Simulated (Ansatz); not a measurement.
# C2H8FNOSi: the cost of one run

Method: RKS BLYP/def2-SVP, in Ansatz 0.2.0.

### 1 The starting structure

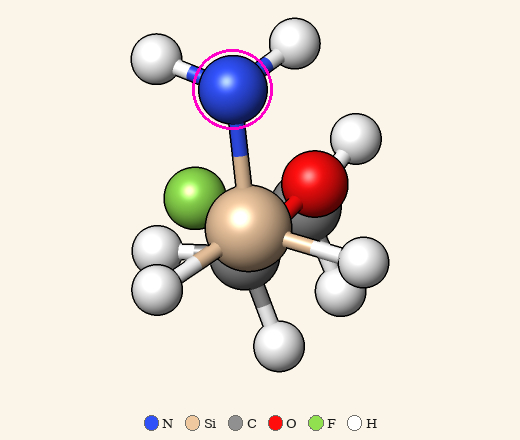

The starting structure, seen from a free direction (nitrogen blue, silicon light orange, carbon grey, oxygen red, fluorine green, hydrogen white). Ringed: N1.

Structure file:

```xyz
14

N    -1.9143   -1.5865    0.4312
Si   -0.2792   -1.7582    0.2800
C     0.5352   -0.1574   -0.2816
O     0.2003    1.0443    0.3995
C     0.8181    2.1756   -0.0834
F     0.5633    2.3268   -1.3932
H    -2.3095   -1.2402   -0.4740
H    -2.0888   -0.7434    1.0459
H    -0.0423   -2.8178   -0.6621
H     0.2102   -2.1635    1.6416
H     0.3724   -0.0440   -1.3208
H     1.6671   -0.2643   -0.1010
H     0.3857    3.0938    0.4343
H     1.8690    2.1056    0.1124
```

### 2 End point A

Input file input.yaml:

```yaml
crystal:
  periodic: [false, false, false]
  atoms:
    - { symbol: "N", position_ang: [-1.9143, -1.5865, 0.4312] }
    - { symbol: Si, position_ang: [-0.2792, -1.7582, 0.28] }
    - { symbol: C, position_ang: [0.5352, -0.1574, -0.2816] }
    - { symbol: O, position_ang: [0.2003, 1.0443, 0.3995] }
    - { symbol: C, position_ang: [0.8181, 2.1756, -0.0834] }
    - { symbol: F, position_ang: [0.5633, 2.3268, -1.3932] }
    - { symbol: H, position_ang: [-2.3095, -1.2402, -0.474] }
    - { symbol: H, position_ang: [-2.0888, -0.7434, 1.0459] }
    - { symbol: H, position_ang: [-0.0423, -2.8178, -0.6621] }
    - { symbol: H, position_ang: [0.2102, -2.1635, 1.6416] }
    - { symbol: H, position_ang: [0.3724, -0.044, -1.3208] }
    - { symbol: H, position_ang: [1.6671, -0.2643, -0.101] }
    - { symbol: H, position_ang: [0.3857, 3.0938, 0.4343] }
    - { symbol: H, position_ang: [1.869, 2.1056, 0.1124] }
basis:
  gaussian: { orbitals: def2-SVP }
hamiltonian:
  xc: blyp
relax:
  f_tol: 0.015
  max_steps: 40
output:
  orbitals: {}
```

On the command line:

```sh
$ ansatz run input.yaml --threads 2 --pin off --max-ram 3072MiB --backend cpu --events-out ev --progress --plain --runs-dir out
```

What time and memory should one allow on 2 threads of AMD EPYC 7R13 (Zen 3), shared host?

About 35 s, with a peak of 0.21 GiB.
